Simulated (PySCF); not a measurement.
The calculation's input:

```
{"job": {"kind": "uv", "xc": "B3LYP", "basis": "def2-SVPD", "ip": true, "dynamic": false}, "charge": 0, "multiplicity": 1}
C     -2.586728     0.071157     1.203103
C     -1.588034     0.449111     0.220129
C     -0.756124     0.773452    -0.609462
Ge     0.590925     1.275485    -1.843281
S      2.474254     1.662158    -0.735957
C      2.620930     0.089257     0.166852
H     -2.145217    -0.555771     1.993483
H     -3.404410    -0.499746     0.736168
H     -3.023886     0.960732     1.682704
H      0.231079     2.591682    -2.545323
H      0.773328     0.131247    -2.857537
H      2.812156    -0.753161    -0.513435
H      1.718012    -0.110277     0.761721
H      3.477936     0.195791     0.845866
```

Run with:

```sh
OMP_NUM_THREADS=1 python probes_run.py task.json out
```

Geometry: PBE0-D3(BJ)/def2-SVP.

Level of theory: PySCF 2.14.0, B3LYP/def2-SVPD, SCF density, gas phase.

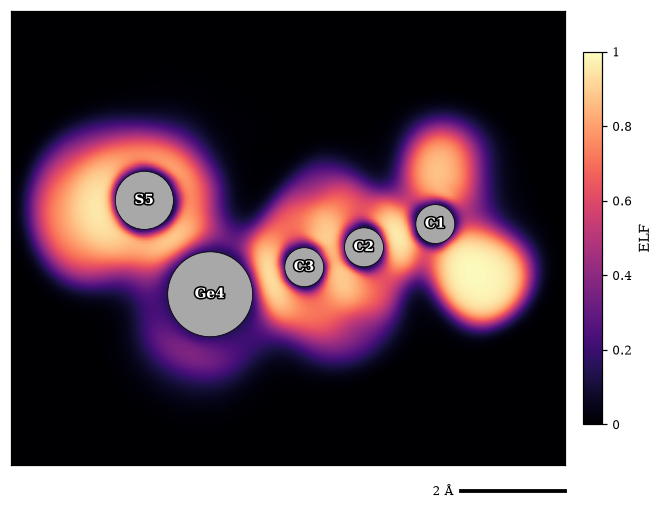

C₄H₈GeS. ELF on the plane of atoms C3, Ge4 and S5. Grey discs cover the atomic cores.

> What does the map show?

The section cuts through C, Ge and S sites. C–C (1.22 Å): the ELF peaks at about 0.85 between the atoms: a multiple bond. C–Ge (1.89 Å): the ELF peaks at about 0.95 in the valence shell of C, 0.7 Å from its nucleus, and is about 0.65 at the midpoint. Ge–S (2.22 Å): the ELF peaks at about 0.90 in the valence shell of S, 0.9 Å from its nucleus, and is about 0.80 at the midpoint. The ELF also peaks beside S5, away from the bonds: lone-pair regions.
